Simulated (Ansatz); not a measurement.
# Na3Y (built on the sites of a database entry of Li3Bi): phonons and vibrational spectra, part 2 of 3

Wanted: phonon frequencies of Na3Y (built on the sites of a database entry of Li3Bi) and what follows from them.

Ansatz 0.2.0; DFT LDA, scalar-relativistic, plane waves, PAW.

So far. Step 4 (Tight relaxation): The forces vanish by symmetry and the pressure is 0.000 GPa, within the tolerances set. The cell now holds 31.15 Å³/atom. The relaxed cell has a = 7.928 Å (conventional setting).

The structure was built from a prototype and need not be the compound's stable phase.

### 5. Zone-centre response

The zone centre comes first: it holds the modes that light can see, as far as symmetry allows. No field response is asked, since the mesh shows no gap.

File input.yaml:

```yaml
crystal:
  lattice:
    - [0.0, 3.9641698809, 3.9641698809]
    - [3.9641698809, 0.0, 3.9641698809]
    - [3.9641698809, 3.9641698809, 0.0]
  atoms:
    - { symbol: Na, position: [0.75, 0.75, 0.75] }
    - { symbol: Na, position: [0.5, 0.5, 0.5] }
    - { symbol: Na, position: [0.25, 0.25, 0.25] }
    - { symbol: "Y", position: [0.0, 0.0, 0.0] }
kpoints:
  mp_grid: { grid: [12, 12, 12] }
hamiltonian:
  xc: lda
scf:
  occupations: { method: methfessel_paxton, width: 0.2 }
output:
  eigenvalues: true
phonons:
  method: dfpt
```

Run with:

```sh
> ansatz run input.yaml --threads 8 --pin off --max-ram 14336MiB --backend cpu --events-out ev --progress --plain --runs-dir out
```

Numbers of over 12 decimals in the logs are rounded to 6 here.

Log:

```text
[...]
zone centre: on kpoints.mp_grid the ground state, and the responses unless they are solved on pairs of k-points, stand on 163 of the mesh's 1728 k-points, reduced under 8 symmetry operations, with k and −k counted as one. Each operation leaves every solved displacement unchanged or reverses it
[...]
Crystal: 4 atoms, lattice volume = 124.591 Å³
Basis set: ecut = 420 eV, 2421 PW (Γ), exchange–correlation on 80×80×80 points (8 copies of the dense FFT grid, shifted against one another)
Bands: 23, of which v1, the nominal top of the filled ones, is band 19 counted from 1 (18 counted from 0)
Symmetry: 48 space group operations
k-points: 163 of 1728 (irreducible under 8 space group operations, time reversal used)
[...]
SCF iter   1: F=—  HF=-8143.798401 eV  |F-HF|=—  |Δ(HF+E_count)|=         —  Δρ=6.18e-3  dr2=2.62e-2  ethr=1.77e-3  ⟨swp⟩=4.4  Hψ=12913  notcnv=0
[...]
SCF iter   7: F=-8143.785370 eV  HF=-8143.785370 eV  |F-HF|=4.20e-9  |Δ(HF+E_count)|=   2.78e-8  S|Δr|=    0.00e0  Δρ=4.20e-6  dr2=1.80e-8  ethr=2.63e-10  ⟨swp⟩=4.1  Hψ=10348  notcnv=0
SCF 1, on 23 bands, converged in 7 iterations: F = -8143.785370 eV; the run's SCF on all bands comes behind
[...]
Bands: 24, of which v1, the nominal top of the filled ones, is band 19 counted from 1 (18 counted from 0)
[...]
SCF iter   5: F=-8143.785370 eV  HF=-8143.785370 eV  |F-HF|=3.64e-12  |Δ(HF+E_count)|=  6.37e-12  S|Δr|=    0.00e0  Δρ=2.93e-8  dr2=1.33e-12  ethr=1.00e-12  ⟨swp⟩=5.0  Hψ=14915  notcnv=0
SCF 2 converged in 5 iterations: F = -8143.785370 eV  dr2 = 1.33e-12
DFPT response loops at Γ: preconditioner auto → Kerker (q_TF=auto, 2.238 Å⁻¹) (partly filled bands, converged f_vac=0.000); β = 1.00, the filter's whole step (`scf.mixing.beta` (0.50) is not read by the response loops under this deck's `scf.mixing.preconditioner`; to damp them name `kerker` or `kerker_dos`, under which they read `scf.mixing.beta`, and type it under 1.00, their step now; both keys bind the ground state too); Broyden in place of MSR1
SCF converged after 12 iterations (7 of them on 23 bands)
[...]
Free energy (F): -8143.785370 eV
[...]
Internal energy: -8143.789139 eV  (E = F + TS)
E sigma→0 (E₀):  -8143.786312 eV
Entropy (-TS):   0.003769 eV (0.942 meV/atom)
Fermi energy:    4.137064 eV
[...]
--- Band table (eV; the first three rows and the last of 163) ---
  k-point 0: bands = [... 15 lower, -19.7812, 0.1456, 4.3113, 4.3113, 4.3113, 4.8874, 4.8874, 7.1786, ... 1 higher]
  k-point 1: bands = [... 15 lower, -19.7810, 0.2017, 4.2467, 4.3300, 4.3300, 4.8651, 4.8651, 6.8671, ... 1 higher]
  k-point 2: bands = [... 15 lower, -19.7804, 0.3683, 4.0522, 4.3663, 4.3663, 4.8339, 4.8339, 6.2505, ... 1 higher]
  k-point 162: bands = [... 15 lower, -19.7741, 2.9103, 3.0127, 3.1819, 3.1819, 5.0776, 5.2986, 5.2986, ... 1 higher]
--- Phonons (Γ-DFPT): 3 representative perturbations + reference, on 163 of 1728 k-points (Σ response iterations 9) ---
  k mesh reduced under 8 symmetry operations, with k and −k counted as one. Each operation leaves every solved displacement unchanged or reverses it
  ASR residual: 8.585e-6 → 0.000e0 eV/Å²; symmetrization residual: 1.906e-6 eV/Å²
  ASR residual per site (eV/Å²): 3.07e-6 8.59e-6 3.07e-6 6.54e-6
  Γ frequencies (cm⁻¹): 0.00 0.00 0.00 118.04 118.04 118.04 136.76 136.76 136.76 159.75 159.75 159.75
  non-analytic LO–TO correction: not included (Born effective charges unavailable; polar crystals: no LO–TO splitting at Γ)
```

Run time: 9.6 s. Hardware: 8 threads of AMD EPYC 9R45, shared host; peak memory 1.7 GiB.

Numbers from this step:

```yaml
sum_rule_residual_before_enforcement: 8.59e-6 eV/Å²
point_group: m-3m
highest_optical_mode_at_the_zone_centre_no_lo_to_term: 159.8 cm⁻¹
lowest_optical_zone_centre_mode: 118.0 cm⁻¹
```

Patterns of degenerate modes are one choice out of their space. The modes at Γ (shares of kinetic energy by element, %):

```
mode  frequency (cm⁻¹)  symmetry  Na %  Y %
   1               0.0  acoustic    44   56
   2               0.0  acoustic    44   56
   3               0.0  acoustic    44   56
   4             118.0       T1u    71   29
   5             118.0       T1u    71   29
   6             118.0       T1u    71   29
   7             136.8       T2g   100    0
   8             136.8       T2g   100    0
   9             136.8       T2g   100    0
  10             159.8       T1u    86   14
  11             159.8       T1u    86   14
  12             159.8       T1u    86   14
```

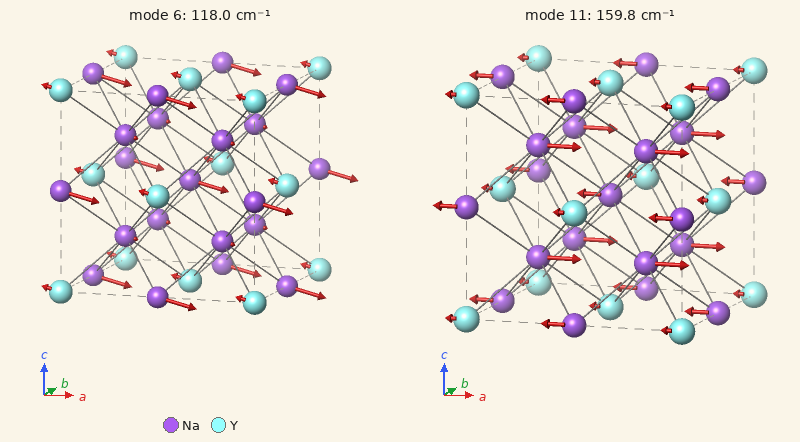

Displacement patterns of modes 6 and 11 at Γ; arrows are exaggerated. Some periodic images of atoms are drawn too.

Before it was imposed, the acoustic sum rule was missed by 8.6e-6 eV/Å². Small misses are needed for a sound result but don't prove that mesh and cutoff are converged. The lowest optical mode is real, 118 cm⁻¹.

### 6. The dispersion

Stability and thermal properties need the whole zone. Linear response on a 4×4×4 q mesh gives force constants as far as a supercell of that size would.

input.yaml: that of step 5 with these lines changed.

```diff
@@ -20 +20,8 @@
   method: dfpt
+  qmesh: [4, 4, 4]
+  temperatures: { t_max: 1000, t_step: 50 }
+  qpath:
+    path:
+      - [[0.0, 0.0, 0.0], [0.5, 0.0, 0.5], [0.625, 0.25, 0.625]]
+      - [[0.375, 0.375, 0.75], [0.0, 0.0, 0.0], [0.5, 0.5, 0.5], [0.5, 0.25, 0.75], [0.5, 0.0, 0.5]]
+    npoints: 10
```

Log:

```text
Warning: phonons: the dynamical matrix that this run interpolates holds no multipole term above the dipole-dipole one, and a site of this crystal is no centre of inversion, so its interpolated transverse optical and acoustic branches and sound speeds can stay off near Gamma, and the density of states and the thermodynamics with them. What a run solves at a wave vector of phonons.qpoints, Gamma apart, where the deck admits one, is free of this, and under fd what a larger phonons.supercell samples
[...]
Crystal: 4 atoms, lattice volume = 124.591 Å³
Basis set: ecut = 420 eV, 2421 PW (Γ), exchange–correlation on 80×80×80 points (8 copies of the dense FFT grid, shifted against one another)
Bands: 23, of which v1, the nominal top of the filled ones, is band 19 counted from 1 (18 counted from 0)
Symmetry: 48 space group operations
k-points: 72 of 1728
[...]
SCF iter   1: F=—  HF=-8143.798386 eV  |F-HF|=—  |Δ(HF+E_count)|=         —  Δρ=6.18e-3  dr2=2.62e-2  ethr=1.77e-3  ⟨swp⟩=4.5  Hψ=5725  notcnv=0
[...]
SCF iter   7: F=-8143.785370 eV  HF=-8143.785370 eV  |F-HF|=5.22e-9  |Δ(HF+E_count)|=   3.15e-8  S|Δr|=    0.00e0  Δρ=4.42e-6  dr2=1.90e-8  ethr=2.63e-10  ⟨swp⟩=4.1  Hψ=4591  notcnv=0
SCF 1, on 23 bands, converged in 7 iterations: F = -8143.785370 eV; the run's SCF on all bands comes behind
[...]
Bands: 24, of which v1, the nominal top of the filled ones, is band 19 counted from 1 (18 counted from 0)
[...]
SCF iter   5: F=-8143.785370 eV  HF=-8143.785370 eV  |F-HF|=1.82e-12  |Δ(HF+E_count)|=  5.46e-12  S|Δr|=    0.00e0  Δρ=3.02e-8  dr2=1.21e-12  ethr=1.00e-12  ⟨swp⟩=5.1  Hψ=6598  notcnv=0
SCF 2 converged in 5 iterations: F = -8143.785370 eV  dr2 = 1.21e-12
[...]
SCF iter   1: F=—  HF=-8143.785371 eV  |F-HF|=—  |Δ(HF+E_count)|=         —  Δρ=6.41e-8  dr2=5.70e-12  ethr=2.15e-9  ⟨swp⟩=4.8  Hψ=11915  notcnv=0
eigensolver tolerance schedule: the retry pair's looser diagonalisation over-reported the residual by 143335.24 of it (diagonalisation noise at 0.11 of the residual, at the tolerance the schedule requests for it); recorded, not acted on — ethr = c·dr2/N_el stays at c = 1.0e-1
[...]
SCF iter   2: F=-8143.785370 eV  HF=-8143.785370 eV  |F-HF|=2.73e-12  |Δ(HF+E_count)|=   9.49e-7  S|Δr|=    0.00e0  Δρ=3.47e-8  dr2=3.84e-12  ethr=1.00e-12  ⟨swp⟩=3.1  Hψ=3906  notcnv=0
SCF 3, on 23 bands, converged in 2 iterations: F = -8143.785370 eV; the run's SCF on all bands comes behind
[...]
SCF iter   2: F=-8143.785370 eV  HF=-8143.785370 eV  |F-HF|=3.64e-12  |Δ(HF+E_count)|=   7.67e-7  S|Δr|=    0.00e0  Δρ=3.83e-8  dr2=3.95e-12  ethr=1.00e-12  ⟨swp⟩=4.8  Hψ=5346  notcnv=0
SCF 4 converged in 2 iterations: F = -8143.785370 eV  dr2 = 3.95e-12
phonons: the bands overlap, so this run is a metal and interpolates without the dipole-dipole term. If the crystal is really an insulator or semiconductor, its LO-TO splitting is missing
NSCF: frozen V_eff on 72 k-points
[...]
DFPT response loops at q = (0, 0, 0) (fractional): preconditioner auto → Kerker (q_TF=auto, 2.238 Å⁻¹) (partly filled bands, converged f_vac=0.000); β = 1.00, the filter's whole step (`scf.mixing.beta` (0.50) is not read by the response loops under this deck's `scf.mixing.preconditioner`; to damp them name `kerker` or `kerker_dos`, under which they read `scf.mixing.beta`, and type it under 1.00, their step now; both keys bind the ground state too); Broyden in place of MSR1
[...]
SCF converged after 12 iterations (7 of them on 23 bands)
[...]
Free energy (F): -8143.785370 eV
[...]
Internal energy: -8143.789139 eV  (E = F + TS)
E sigma→0 (E₀):  -8143.786312 eV
Entropy (-TS):   0.003769 eV (0.942 meV/atom)
Fermi energy:    4.137064 eV
[...]
--- Band table (eV; the first three rows and the last of 72) ---
  k-point 0: bands = [... 15 lower, -19.7812, 0.1456, 4.3113, 4.3113, 4.3113, 4.8874, 4.8874, 7.1786, ... 1 higher]
  k-point 1: bands = [... 15 lower, -19.7810, 0.2017, 4.2467, 4.3300, 4.3300, 4.8651, 4.8651, 6.8671, ... 1 higher]
  k-point 2: bands = [... 15 lower, -19.7804, 0.3683, 4.0522, 4.3663, 4.3663, 4.8339, 4.8339, 6.2505, ... 1 higher]
  k-point 71: bands = [... 15 lower, -19.7741, 2.9103, 3.0127, 3.1819, 3.1819, 5.0776, 5.2986, 5.2986, ... 1 higher]
--- Phonons (Γ-DFPT): 3 representative perturbations + reference (Σ response iterations 9) ---
  ASR residual: 1.887e-5 → 0.000e0 eV/Å²; symmetrization residual: 1.918e-6 eV/Å²
  ASR residual per site (eV/Å²): 7.17e-6 9.19e-6 7.17e-6 1.89e-5
[...]
--- Phonons (arbitrary-q DFPT): 8 irreducible q on the 4×4×4 mesh ---
  q = [0.0000, 0.0000, 0.0000] (star 1, of the zone-centre solve; hermiticity 1.51e-6, symmetrization 1.06e-12): 0.00 0.00 0.00 118.04 118.04 118.04 136.76 136.76 136.76 159.75 159.75 159.75
  q = [0.0000, 0.0000, 0.2500] (star 8, 3 solved perturbations on 936 of 1728 k-point pairs; hermiticity 2.81e-6, symmetrization 1.80e-12): 22.09 22.09 45.88 101.40 104.91 104.91 141.84 143.74 143.74 152.11 157.34 157.34
[...]
q = [0.0000, 0.2500, 0.2500] (star 6, 6 solved perturbations in 2412 linear systems a pass and spin channel, the states on 510 of 1728 k-point pairs; hermiticity 1.83e-6, symmetrization 6.78e-13): 29.89 29.89 49.93 93.79 93.79 111.55 134.26 148.84 149.18 149.18 155.82 155.82
[...]
sum rule: each row above includes the acoustic sum rule's correction from the zone centre's row sums; it moved no ω² by more than (0.33 cm⁻¹)²
  mesh force constants: q→R imaginary residual 5.49e-18; ASR residual 1.887e-5 → 0.000e0 eV/Å²; symmetrization residual 8.882e-16 eV/Å²
  interpolated dispersion: 62 rows × 12 modes
  density of states and harmonic sums: on the 16×16×16 q-mesh, interpolated from the force constants of a 4×4×4 supercell (no non-analytic term)
  largest difference from the sums on the solved wave vectors: F 2.46e-2 eV, S 2.93e-5 and C_V 4.71e-6 eV/K
  zero-point energy: 0.079324 eV/cell   skipped modes (ω ≤ 0): 22, of them read as no rigid motion or as one in doubt: 19 (8.643e-2 modes/cell left out, lowest -17.25 cm⁻¹)   left out of the sums: 7.26e-3 of the cell's modes: C_V's classical limit lies that fraction below 3 k_B per atom; for a crystal, a wire or a layer, F and S can be off by more, and a phonons.interpolated_qmesh denser along its periods is the remedy for the sampling
```

Wall time 5.5 min (8 threads); peak memory 8.2 GiB; 41 min of CPU time.

This step gave:

- sum-rule residual before enforcement: 1.89e-5 eV/Å²
- lowest frequency on the path: -17.25 cm⁻¹
- highest frequency on the path or at a solved wavevector: 164.5 cm⁻¹
- lowest mode on the q mesh (acoustic modes at Γ apart): -17.25 cm⁻¹

Frequencies (cm⁻¹) solved at each irreducible wavevector; negative means imaginary. Frequencies by wavevector, by row:

```
q in reciprocal lattice units  star  mode 1  mode 2  mode 3  mode 4  mode 10  mode 11  mode 12
                        0 0 0     1       0       0       0     118    159.8    159.8    159.8
                     0 0 0.25     8    22.1    22.1    45.9   101.4    152.1    157.3    157.3
                     0 0 -0.5     4      38      38      43    92.4    150.5    152.2    152.2
                  0 0.25 0.25     6    29.9    29.9    49.9    93.8    149.2    155.8    155.8
                  0 0.25 -0.5    24    21.5      23    47.1    97.5    153.2      155    160.9
                 0 0.25 -0.25    12     8.5    32.4    38.4    96.9      154    154.8    160.8
                  0 -0.5 -0.5     3   -17.2   -17.2    60.5   103.6    135.3    164.5    164.5
              0.25 -0.5 -0.25     6    10.8    38.3    38.3    91.3    153.3    154.2    154.7
```

Interpolated from a 4×4×4 q mesh. Phonon branches along the path, in cm⁻¹:

```
    point  branch 1  branch 2  branch 3  branch 4  branch 9  branch 10  branch 11  branch 12
        Γ         0         0         0       118       137        160        160        160
        X       -17       -17        60       104       133        135        164        164
        U       -10        22        50        96       145        146        155        163
jump to K       -10        22        50        96       145        146        155        163
        Γ         0         0         0       118       137        160        160        160
        L        38        38        43        92       150        150        152        152
        W        11        38        38        91       153        153        154        155
        X       -17       -17        60       104       133        135        164        164
```

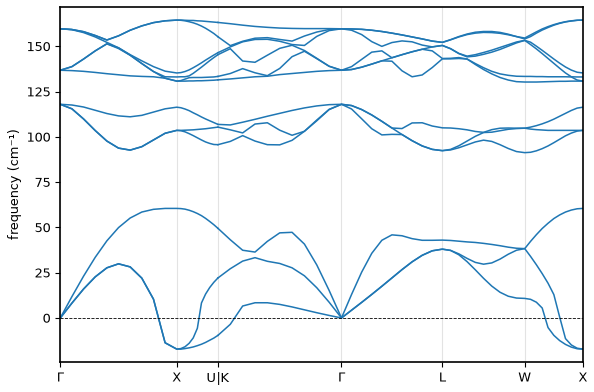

Phonon branches along the path.

The phonon density of states has structure finer than the step of the table below, so its rows give means over 10 cm⁻¹, whole bins alone (the curve runs from -17 to 165 cm⁻¹). Peaks (cm⁻¹: height): 31.0: 0.118, 43.0: 0.0937, 97.0: 0.193, 133.0: 0.282, 155.0: 0.290.

Tetrahedra on a 16×16×16 mesh, mean over bins of 2 cm-1. Interpolated from a 4×4×4 q mesh. Table of phonon density of states by wavenumber; means over each step:

```
wavenumber (cm⁻¹)  phonon density of states (1/cm⁻¹/cell)
              -10                                 0.00512
                0                                 0.00689
               10                                  0.0344
               20                                  0.0666
               30                                  0.0829
               40                                  0.0580
               50                                  0.0394
               60                                 0.00624
               70                                       0
               80                                       0
               90                                  0.0313
              100                                   0.167
              110                                  0.0977
              120                                 0.00381
              130                                  0.0962
              140                                   0.158
              150                                   0.174
              160                                   0.171
```

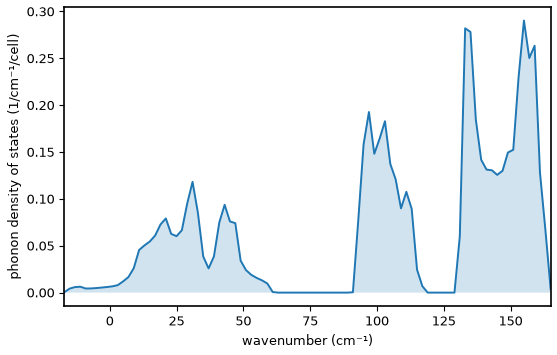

Phonon density of states against wavenumber.

The partial phonon density of states has structure finer than the step of the table below, so its rows give means over 20 cm⁻¹, whole bins alone (the curve runs from -26.5 to 179 cm⁻¹). Peaks (cm⁻¹: height): Na 97.7: 0.154, 134.0: 0.236, 156.0: 0.229; Y 30.4: 0.0747, 43.4: 0.0658, 102.9: 0.0136, 156.0: 0.0332.

Phonopy on the run's constants, 13x13x13 mesh, Gaussian sigma 2.0 cm-1. Interpolated from a 4×4×4 q mesh. The partial phonon density of states by wavenumber; means over each step; values in 1/cm⁻¹/cell:

```
wavenumber (cm⁻¹)       Na        Y
                0  0.00288  0.00670
               20   0.0180   0.0462
               40   0.0128   0.0517
               60  0.00105  0.00815
               80   7.1e-4   7.5e-6
              100    0.117  0.00856
              120   0.0244  0.00282
              140    0.151  0.00705
              160    0.121   0.0170
```

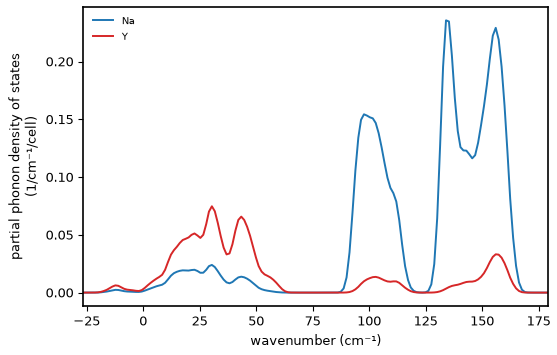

Partial phonon density of states, plotted against wavenumber.

Symmetry leaves 8 wavevectors to solve. The lowest mode among them, the acoustic zeros apart, lies at q = (0, -0.5, -0.5) and is imaginary, 17.2i cm⁻¹, so the energy falls along it.

(Part 2 of 3 ends here.)

[Logs are printed without paths, hosts, clocks, repeated set-up lines and the standing remarks that a program may print on its own settings, such as how far it seeks lower states.]

[Hosts, paths, dates, database ids (printed as entryN), source tags and the programs' standing remarks are cut or masked in the printed files.]
